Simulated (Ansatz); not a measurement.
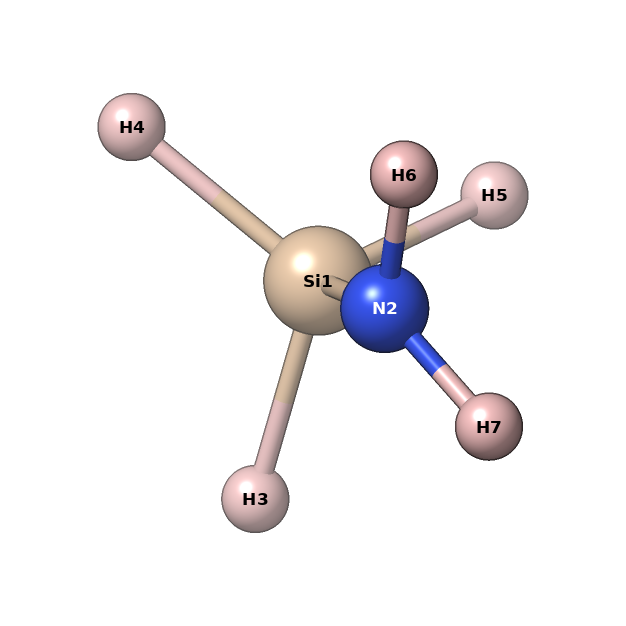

Si1 lies behind N2. The molecule seen a little off the N2–Si1 bond, N2 in front. Atoms fade into the background with distance from the viewer. The computed structure is the end point of a PBE0-D4/def2-TZVP optimisation.

What is the torsion angle H6–N2–Si1–H3? The sign is positive where the front bond must turn clockwise to cover the back bond.

−168°, antiperiplanar (anti).
